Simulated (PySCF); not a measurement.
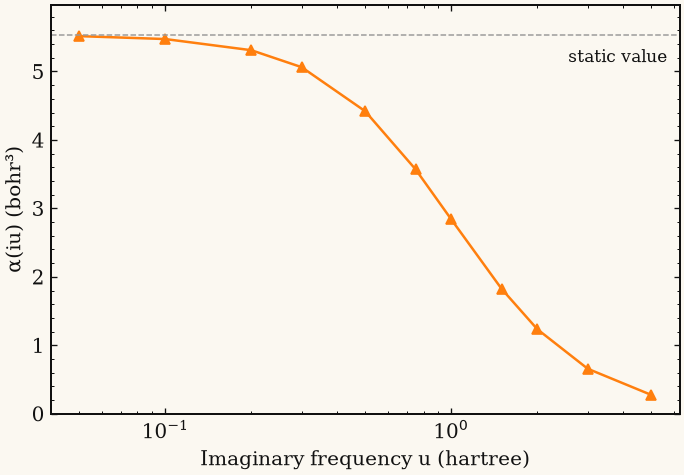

Dipole polarisability at imaginary frequency of K⁺ ([Ar]). Coupled response at the LC-wPBE level; PySCF, dyall-av3z, spin-free X2C-1e, unrestricted single determinants, no spin-orbit coupling.

### What follows from the curve?

The static dipole polarisability is 5.53 bohr³; α(iu) falls to half of it near u = 1.0 hartree. The Casimir–Polder integral gives C₆ = 23.8 hartree bohr⁶ for two such species.
